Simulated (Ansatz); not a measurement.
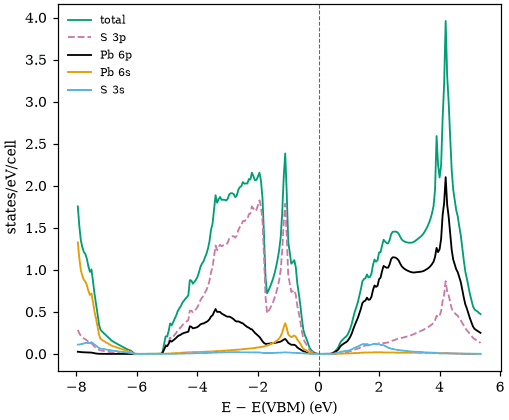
Figure: Total and projected density of states of PbS (rock salt, space group No. 225), DFT-PBE+D3(BJ) in the program Ansatz with PAW potentials

### Question
Which orbitals carry the states next to the gap?

### Answer
Top 1 eV of the valence band: S 3p 68 %, Pb 6s 20 %, Pb 6p 10 %. Bottom 1 eV of the conduction band: Pb 6p 68 %, S 3s 15 %, S 3p 10 %. Projections are on Löwdin-orthogonalised atomic valence shells; empty p or d shells of many metals are not among them.

### Question
Where is the tallest occupied peak in this window, and what makes it?

### Answer
Near -1.1 eV, about 2.4 states/eV per cell; the largest projected share is S 3p.

Space group Fm-3m (rock salt). The cell was relaxed with PBE+D3(BJ) under the symmetry of its start; of distortions, only those at the zone centre were tested. Spin–orbit coupling is left out wherever it is not named.

Potentials: the later of the program's two PAW sets.
